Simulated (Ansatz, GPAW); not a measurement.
# Se/Ru(0001): simulated STM images, part 2 of 3

Wanted: filled- and empty-state images of Se/Ru(0001), with its work function.

GPAW 26.7.0 and Ansatz 0.2.0; Ansatz plane waves; slab in vacuum with a dipole correction, relaxation (the session's first sound run).

So far: The structure; Relaxation.

**2. Relaxation (continued)**

The electrostatic potential energy of an electron (with the applied field's), less the Fermi level, planar mean oscillates, so the rows of the table below give means over windows of 2.08 Å about each position, cut where the curve ends. Its maxima inside the range that stand out by 2 % of the span (Å: eV): 10.1: -1.86, 12.2: -1.96, 14.4: -1.77, 16.5: -3.17. Its minima: 9.1: -28.3, 11.1: -28.9, 13.2: -28.5, 15.4: -28.8, 17.5: -10.4.

Table of electrostatic potential energy of an electron (with the applied field's), less the Fermi level, planar mean by z; means over each step:

```
z (Å)  electrostatic potential energy of an electron (with the applied field's), less the Fermi level, planar mean (eV)
 1.04                                                                                                              4.93
 3.12                                                                                                              5.03
 5.20                                                                                                              5.02
 7.28                                                                                                              2.75
 9.36                                                                                                             -14.7
11.44                                                                                                             -15.1
13.52                                                                                                             -15.1
15.60                                                                                                             -15.5
17.68                                                                                                             -7.03
19.76                                                                                                              3.41
21.84                                                                                                              3.75
23.92                                                                                                              3.75
26.00                                                                                                              3.83
```

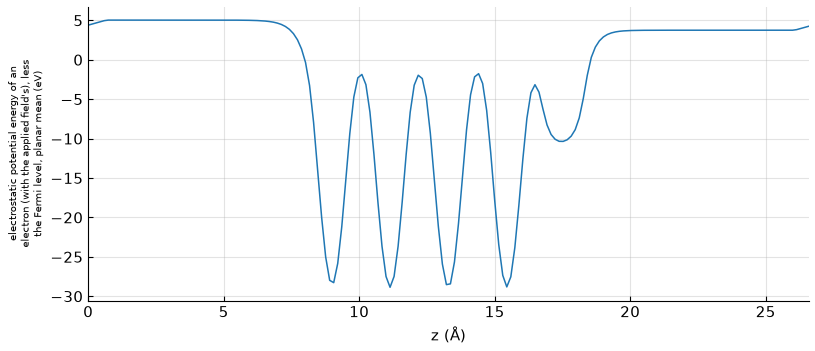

Electrostatic potential energy of an electron (with the applied field's), less the Fermi level, planar mean against z.

The valence density, planar mean oscillates, so the rows of the table below give means over windows of 2.08 Å about each position, cut where the curve ends. Its maxima inside the range that stand out by 2 % of the span (Å: e/Å³): 9.1: 2.19, 11.1: 2.22, 13.2: 2.19, 15.4: 2.22, 17.5: 3.08. Its minima: 10.1: 0.376, 12.2: 0.369, 14.4: 0.363, 16.5: 0.375.

The valence density, planar mean by z; means over each step:

```
z (Å)  valence density, planar mean (e/Å³)
 3.12                                    0
 5.20                               4.0e-4
 7.28                               0.0943
 9.36                                 1.20
11.44                                 1.20
13.52                                 1.20
15.60                                 1.21
17.68                                 1.17
19.76                               0.0176
21.84                               3.1e-5
```

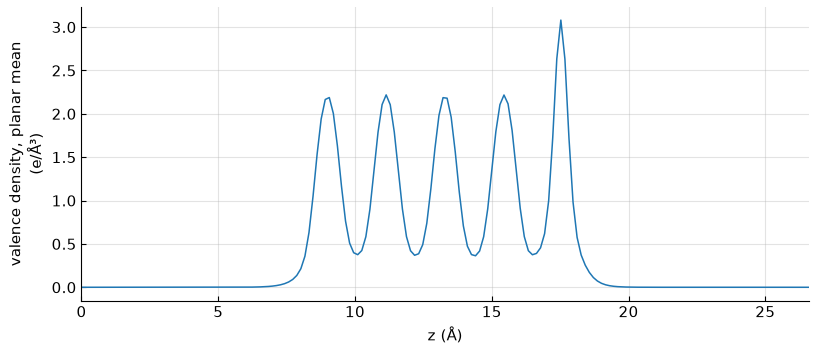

Valence density, planar mean against z.

The relaxation lowered the energy of the cell by 0.0922 eV.

**3. The slab's potential**

With the geometry fixed, the planar mean of the potential gives the vacuum level on each side.

This step: GPAW, PAW setups; slab in vacuum (GPAW 26.7.0).

Input file run.py:

```python
import json
import numpy as np
from ase import Atoms
from ase.dft.stm import STM
from gpaw import GPAW, PW

slab = Atoms(
    ['Ru', 'Ru', 'Ru', 'Ru', 'Se'],
    positions=[
        [2.70000, 1.55885, 9.00000],
        [-0.00000, -0.00000, 11.13840],
        [2.70000, 1.55885, 13.28674],
        [-0.00000, -0.00000, 15.44674],
        [1.35000, 0.77942, 17.52458]],
    cell=[[2.7, 0.0, 0.0], [1.35, 2.33827, 0.0], [0.0, 0.0, 26.73271]],
    pbc=[True, True, False])

slab.calc = GPAW(mode=PW(400), xc='PBE', kpts={'size': (13, 13, 1), 'gamma': True},
                 occupations={'name': 'fermi-dirac', 'width': 0.1}, nbands='160%',
                 convergence={'density': 1e-05}, maxiter=200,
                 poissonsolver={'dipolelayer': 'xy'},
                 symmetry={'tolerance': 1e-3}, txt='slab.txt')
result = {}
energy = slab.get_potential_energy()
fermi = slab.calc.get_fermi_level()
v = slab.calc.get_electrostatic_potential().mean((0, 1)) - fermi
n = slab.calc.get_pseudo_density().mean((0, 1))
L = slab.cell[2, 2]
z = np.arange(len(v)) * L / len(v)
low, high = slab.positions[:, 2].min(), slab.positions[:, 2].max()
below, above = np.interp([low - 6.8, high + 6.8], z, v)
slopes = [np.interp(x, z, np.gradient(v, z)) for x in (low - 6.8, high + 6.8)]
eps = np.array([[slab.calc.get_eigenvalues(k, s) for k in range(len(slab.calc.get_ibz_k_points()))]
                for s in range(slab.calc.get_number_of_spins())]) - fermi
top, bottom = eps[eps < 0].max(), eps[eps > 0].min()
dipole = slab.get_dipole_moment()[2]
print(f'energy {energy:.4f} eV, Fermi level {fermi:.4f} eV, dipole {dipole:.5f} e A')
print(f'potential 6.8 A off the faces, from the Fermi level: lower {below:.4f} eV, upper {above:.4f} eV')
print(f'slope of the potential there: lower {slopes[0]:.5f}, upper {slopes[1]:.5f} eV/A')
print(f'nearest levels on the mesh: {top:.4f} and {bottom:.4f} eV')
print('magnetic moment', round(slab.get_magnetic_moment(), 3))
result.update(energy=energy, fermi=fermi, dipole=dipole, below=below, above=above, slopes=slopes, edges=[top, bottom],
              z=z.tolist(), v=v.tolist(), n=n.tolist(), positions=slab.positions.tolist(),
              forces=slab.get_forces(apply_constraint=False).tolist(), moments=slab.get_magnetic_moments().tolist())

# Images need the states of the whole zone, up to time reversal
slab.calc = slab.calc.fixed_density(symmetry={'point_group': False}, txt='states.txt',
                                    convergence={'bands': 'CBM+0.8'})
stm = STM(slab)
result['stm'] = []
for bias in [-0.5, 0.5]:
    height = high + 4.0
    current = stm.get_averaged_current(bias, height)
    x, y, h = stm.scan(bias, current)
    i, f = divmod(height / L * stm.ldos.shape[2], 1)
    I = abs((1 - f) * stm.ldos[:, :, int(i)] + f * stm.ldos[:, :, int(i) + 1])
    print(f'bias {bias} V: mean current at 4.0 A {current:.4e}, corrugation {np.ptp(h):.4f} A')
    result['stm'].append(dict(bias=bias, current=current, h=(h - high).tolist(), I=I.tolist()))
json.dump(result, open('result.json', 'w'))
```

Command:

```console
> OMP_NUM_THREADS=1 OPENBLAS_NUM_THREADS=1 python run.py
```

Numbers of over 12 decimals in the logs are rounded to 6 here.

Output:

```text
energy -39.1299 eV, Fermi level 2.9394 eV, dipole 0.04404 e A
potential 6.8 A off the faces, from the Fermi level: lower 5.0128 eV, upper 3.7599 eV
slope of the potential there: lower 0.00003, upper 0.00053 eV/A
nearest levels on the mesh: -0.0136 and 0.0003 eV
magnetic moment 0.0
bias -0.5 V: mean current at 4.0 A 2.1754e-06, corrugation 0.0707 A
bias 0.5 V: mean current at 4.0 A 3.6905e-06, corrugation 0.0613 A
```

Elapsed: 4.6 min, on 1 thread of Intel Xeon Platinum 8488C (Sapphire Rapids), shared host; peak memory 0.58 GiB.

This step gave:

```yaml
dipole_along_the_normal: 0.04404 e·Å
levels_nearest_the_fermi_level_on_the_mesh: -0.01358, 2.90e-4 eV from the Fermi level
upper_work_function: 3.760 eV
lower_work_function: 5.013 eV
corrugation_minus_0p5: 0.07066 Å
corrugation_0p5: 0.06134 Å
```

The electrostatic potential energy of an electron (without an applied field's), less the Fermi level, planar mean oscillates, so the rows of the table below give means over windows of 2.14 Å about each position, cut where the curve ends. Its maxima inside the range that stand out by 2 % of the span (Å: eV): 10.1: -1.81, 12.2: -1.92, 14.3: -1.75, 16.5: -3.15. Its minima: 9.0: -28.0, 11.1: -28.4, 13.3: -28.3, 15.4: -28.1, 17.5: -33.9.

The electrostatic potential energy of an electron (without an applied field's), less the Fermi level, planar mean by z; means over each step:

```
z (Å)  electrostatic potential energy of an electron (without an applied field's), less the Fermi level, planar mean (eV)
 1.07                                                                                                                4.96
 3.21                                                                                                                5.01
 5.35                                                                                                                5.00
 7.49                                                                                                                1.14
 9.63                                                                                                               -13.3
11.77                                                                                                               -13.5
13.91                                                                                                               -13.4
16.05                                                                                                               -14.3
18.19                                                                                                               -11.4
20.33                                                                                                                3.70
22.47                                                                                                                3.76
24.61                                                                                                                3.76
```

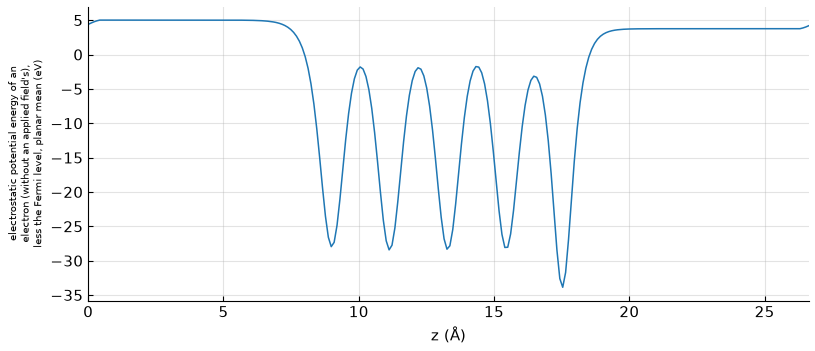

Electrostatic potential energy of an electron (without an applied field's), less the Fermi level, planar mean against z.

The pseudo valence density, planar mean oscillates, so the rows of the table below give means over windows of 2.5 Å about each position, cut where the curve ends. Its maxima inside the range that stand out by 2 % of the span (Å: e/Å³): 9.0: 2.68, 11.1: 2.68, 13.3: 2.67, 15.4: 2.66, 17.1: 0.583, 18.0: 0.570. Its minima: 10.1: 0.373, 12.2: 0.365, 14.3: 0.359, 16.5: 0.375, 17.5: 0.285.

Table of pseudo valence density, planar mean by z; means over each step:

```
z (Å)  pseudo valence density, planar mean (e/Å³)
  2.5                                           0
  5.0                                      3.5e-4
  7.5                                       0.275
 10.0                                        1.35
 12.5                                        1.26
 15.0                                        1.12
 17.5                                       0.407
 20.0                                      0.0142
 22.5                                      7.7e-6
```

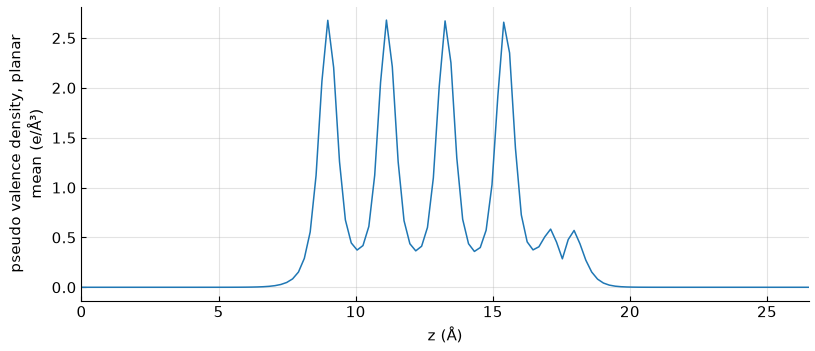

Pseudo valence density, planar mean, plotted against z.

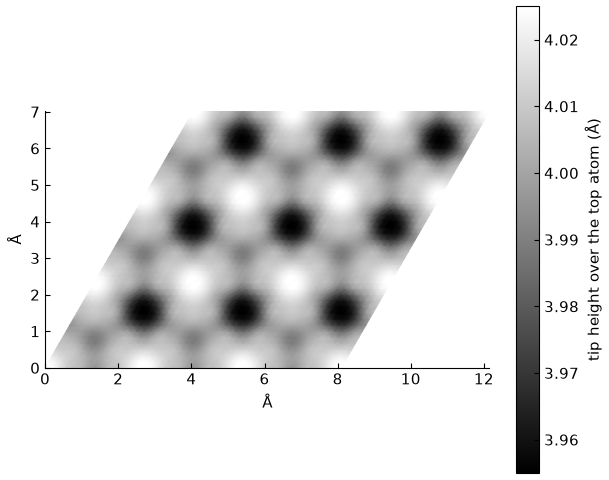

Tip height over the top atom over a1 and a2. Sample bias -0.5 V, constant current at the mean current 4.0 Å over the top atom. The cell is repeated, with its origin at the lower left corner.

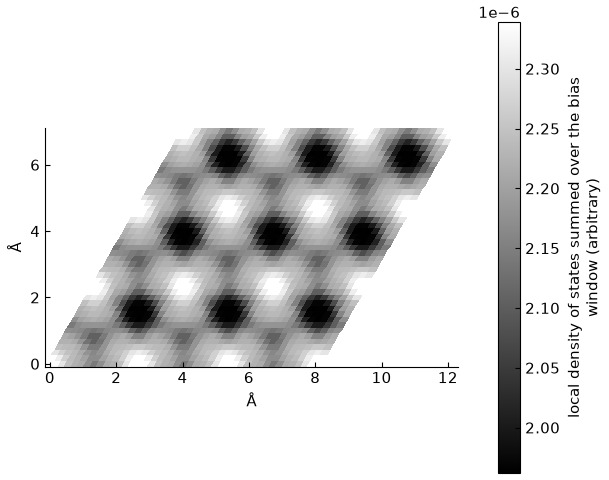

Local density of states summed over the bias window over a1 and a2. Sample bias -0.5 V, constant height 4.0 Å over the top atom. The cell is repeated, with its origin at the lower left corner.

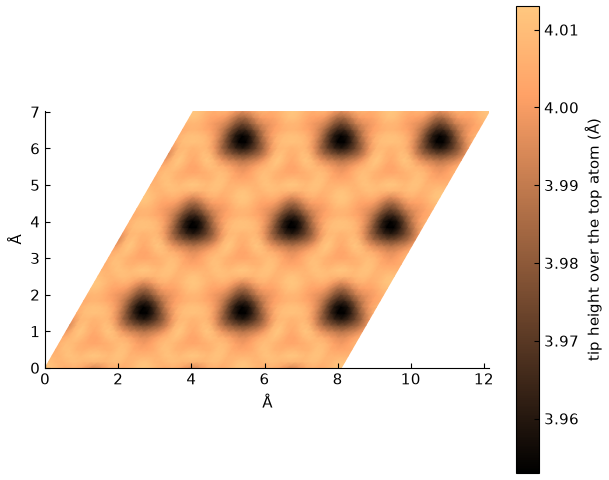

Tip height over the top atom over a1 and a2. Sample bias 0.5 V, constant current at the mean current 4.0 Å over the top atom. The cell is repeated, with its origin at the lower left corner.

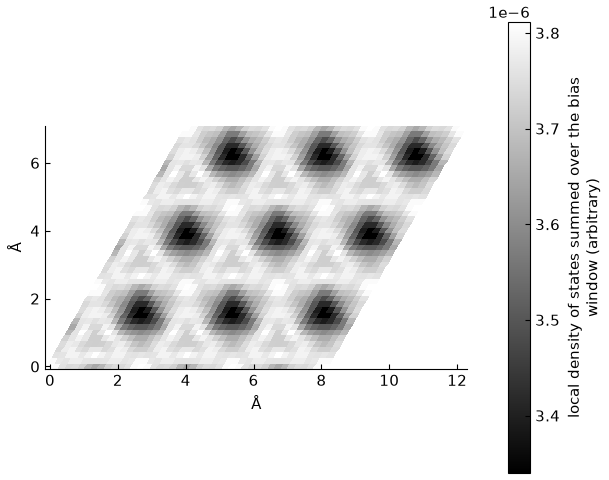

Local density of states summed over the bias window over a1 and a2. Sample bias 0.5 V, constant height 4.0 Å over the top atom. The cell is repeated, with its origin at the lower left corner.

Force by atom:

```
atom  x (eV/Å)  y (eV/Å)  z (eV/Å)   size
 Ru1     0.000     0.000     0.602  0.602
 Ru2     0.000     0.000    -0.606  0.606
 Ru3     0.000     0.000     0.021  0.021
 Ru4     0.000     0.000    -0.056  0.056
 Se5     0.000     0.000     0.038  0.038
```

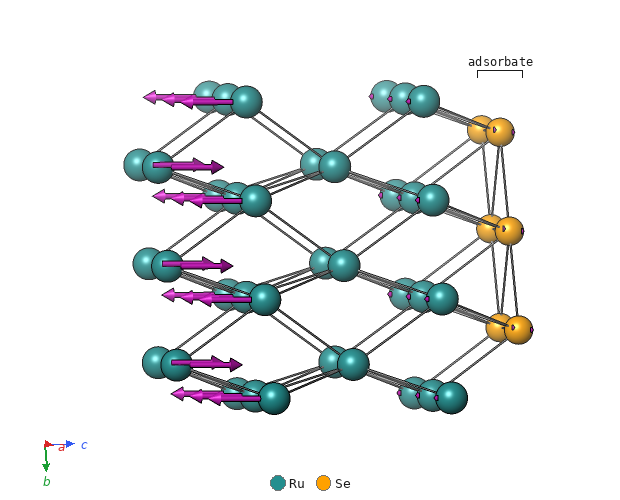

Force as arrows, the longest 0.606 eV/Å. Bonds to atoms that aren't drawn are left out. 2×3×1 cells are drawn. Some periodic images of atoms are drawn too.

The potential is flat to 5.3e-4 eV/Å where it is read, so the vacuum is wide enough. The geometry is the other program's minimum; here the largest force on a free atom is 0.056 eV/Å.

(Continued in part 3 of 3.)

[Logs are printed without paths, hosts, clocks, repeated set-up lines and the standing remarks that a program may print on its own settings, such as how far it seeks lower states.]

[Hosts, paths, dates, database ids (printed as entryN), source tags and the programs' standing remarks are cut or masked in the printed files.]
